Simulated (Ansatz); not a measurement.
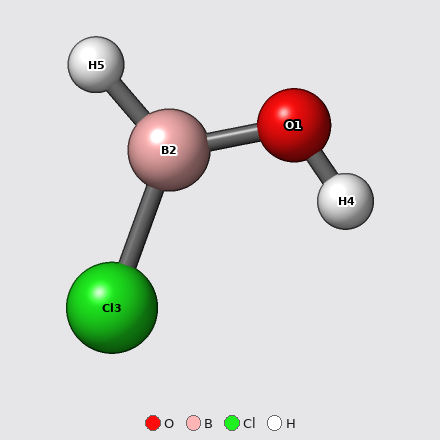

The system is BClH₂O, SMILES OBCl; the picture shows the reference structure. Coordinates scanned: (1) bond length B2–H5; (2) angle H5–B2–Cl3. Nothing is relaxed (all other coordinates rigid). The scan uses a 15 × 15 grid. Energies: kcal/mol, counted from the lowest grid point. The restricted reference is unstable at some or all points, so the energies there are unreliable. Theory: RHF-MP2, frozen core/def2-TZVP in Ansatz 0.2.0.

Its coordinates:

| atom | x (Å) | y (Å) | z (Å) |
| --- | --- | --- | --- |
| O | -0.8669 | -0.6255 | -0.0010 |
| B | 0.3816 | -0.1367 | 0.1384 |
| Cl | 0.7891 | 1.4976 | -0.3957 |
| H | -1.4756 | 0.0047 | -0.4107 |
| H | 1.2218 | -0.8137 | 0.6276 |

Range: bond length B2–H5 from 0.971 to 1.777 Å; angle H5–B2–Cl3 from 84.3 to 154.3°.

Question: Predict the map.

Answer: The lowest grid point is at bond length B2–H5 = 1.202 Å, angle H5–B2–Cl3 = 119.3°. It is the only kind of minimum in the scanned range. The highest grid point, bond length B2–H5 = 1.777 Å, angle H5–B2–Cl3 = 84.3°, lies 66.7 kcal/mol above the lowest. Round the minimum the two coordinates are nearly uncoupled.

| angle H5–B2–Cl3 ↓, bond length B2–H5 → | 0.971 | 1.029 | 1.087 | 1.144 | 1.202 | 1.259 | 1.317 | 1.374 | 1.432 | 1.489 | 1.547 | 1.604 | 1.662 | 1.719 | 1.777 |
| --- | --- | --- | --- | --- | --- | --- | --- | --- | --- | --- | --- | --- | --- | --- | --- |
| 154.3 | 50.1 | 39.1 | 32.3 | 28.6 | 27.3 | 27.8 | 29.6 | 32.4 | 35.9 | 39.9 | 44.3 | 48.9 | 53.7 | 58.5 | 63.3 |
| 149.3 | 41.7 | 30.8 | 24.2 | 20.8 | 19.7 | 20.4 | 22.5 | 25.5 | 29.3 | 33.5 | 38.2 | 43.0 | 48.1 | 53.1 | 58.2 |
| 144.3 | 34.8 | 24.1 | 17.6 | 14.3 | 13.4 | 14.3 | 16.6 | 19.8 | 23.8 | 28.3 | 33.2 | 38.2 | 43.5 | 48.7 | 54.0 |
| 139.3 | 29.3 | 18.7 | 12.3 | 9.2 | 8.4 | 9.5 | 11.9 | 15.3 | 19.5 | 24.1 | 29.2 | 34.4 | 39.8 | 45.2 | 50.7 |
| 134.3 | 25.0 | 14.5 | 8.3 | 5.3 | 4.7 | 5.9 | 8.4 | 11.9 | 16.2 | 21.0 | 26.2 | 31.5 | 37.1 | 42.6 | 48.2 |
| 129.3 | 22.1 | 11.7 | 5.5 | 2.6 | 2.1 | 3.3 | 6.0 | 9.6 | 14.0 | 18.8 | 24.1 | 29.6 | 35.2 | 40.8 | 46.5 |
| 124.3 | 20.3 | 9.9 | 3.8 | 1.0 | 0.5 | 1.8 | 4.6 | 8.2 | 12.7 | 17.6 | 23.0 | 28.5 | 34.2 | 39.8 | 45.6 |
| 119.3 | 19.6 | 9.3 | 3.2 | 0.4 | 0.0 | 1.4 | 4.1 | 7.8 | 12.3 | 17.3 | 22.7 | 28.2 | 33.9 | 39.6 | 45.4 |
| 114.3 | 20.1 | 9.8 | 3.7 | 1.0 | 0.5 | 1.9 | 4.7 | 8.4 | 12.9 | 17.9 | 23.2 | 28.8 | 34.5 | 40.2 | 45.9 |
| 109.3 | 21.7 | 11.4 | 5.3 | 2.5 | 2.1 | 3.5 | 6.2 | 9.9 | 14.4 | 19.3 | 24.7 | 30.2 | 35.9 | 41.5 | 47.2 |
| 104.3 | 24.4 | 14.0 | 8.0 | 5.2 | 4.7 | 6.0 | 8.8 | 12.4 | 16.9 | 21.7 | 27.0 | 32.5 | 38.1 | 43.7 | 49.3 |
| 99.3 | 28.2 | 17.8 | 11.8 | 8.9 | 8.4 | 9.7 | 12.4 | 16.0 | 20.3 | 25.1 | 30.4 | 35.7 | 41.2 | 46.7 | 52.2 |
| 94.3 | 33.2 | 22.8 | 16.7 | 13.8 | 13.3 | 14.5 | 17.1 | 20.6 | 24.9 | 29.6 | 34.7 | 39.9 | 45.3 | 50.7 | 56.1 |
| 89.3 | 39.4 | 29.1 | 22.9 | 20.0 | 19.3 | 20.5 | 23.0 | 26.4 | 30.6 | 35.2 | 40.1 | 45.2 | 50.4 | 55.6 | 60.9 |
| 84.3 | 47.0 | 36.6 | 30.4 | 27.4 | 26.7 | 27.7 | 30.1 | 33.4 | 37.5 | 41.9 | 46.7 | 51.6 | 56.7 | 61.7 | 66.7 |

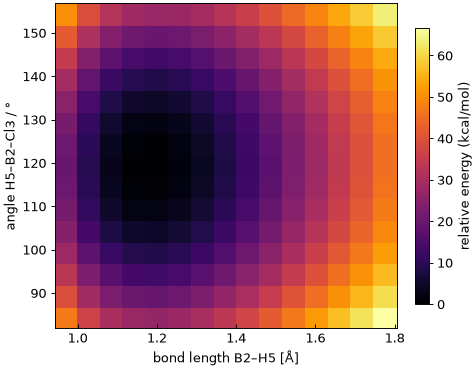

In the figure: one coloured cell a grid point.

The whole map (225 points run) took 18 min on 1 thread of Arm Neoverse N1 (shared host).
